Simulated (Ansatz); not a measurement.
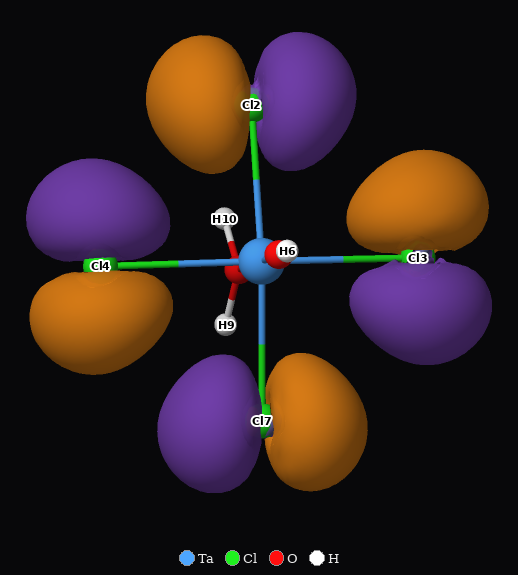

Figure. Cl$_{4}$H$_{3}$O$_{2}$Ta. The HOMO at ±0.08 Å⁻³ᐟ² (orange and purple are the two phases), seen at an oblique angle.

Core potentials replace the inner electrons of Ta.

All numbers below come from RHF/def2-SVP in Ansatz 0.2.0.

Input file:

```
crystal:
  periodic: [false, false, false]
  atoms:
    - { symbol: Ta, position_ang: [-0.296664, 0.146921, 0.320634] }
    - { symbol: Cl, position_ang: [2.115238, 0.501485, 0.49003] }
    - { symbol: Cl, position_ang: [-0.318685, 0.180019, 2.663207] }
    - { symbol: Cl, position_ang: [0.130927, -0.646278, -1.858546] }
    - { symbol: O, position_ang: [-0.958516, 1.788783, -0.038683] }
    - { symbol: H, position_ang: [-1.334025, 2.647227, -0.165391] }
    - { symbol: Cl, position_ang: [-2.187642, -1.217825, 0.375013] }
    - { symbol: O, position_ang: [1.306998, -2.559531, 0.917334] }
    - { symbol: H, position_ang: [1.373452, -3.15937, 0.187496] }
    - { symbol: H, position_ang: [2.127018, -2.04033, 0.911206] }
basis:
  gaussian: { orbitals: def2-SVP }
hamiltonian:
  xc: hf
relax:
  f_tol: 0.03
  max_steps: 50
output:
  orbitals: {}
```

Command:

```sh
ansatz run input.yaml --threads 4 --pin off --max-ram 5120MiB --backend cpu --events-out ev --progress --plain --runs-dir out
```

The fields are those of the run's last geometry, not of the input's.

### What is the character of this orbital?

By Hirshfeld shares it lies mainly on Cl3 (about 25 %), Cl4 (about 25 %), Cl2 (about 25 %) and Cl7 (about 25 %); largely a combination of lone pairs on Cl3, Cl4, Cl2 and Cl7. Its energy is −11.34 eV.
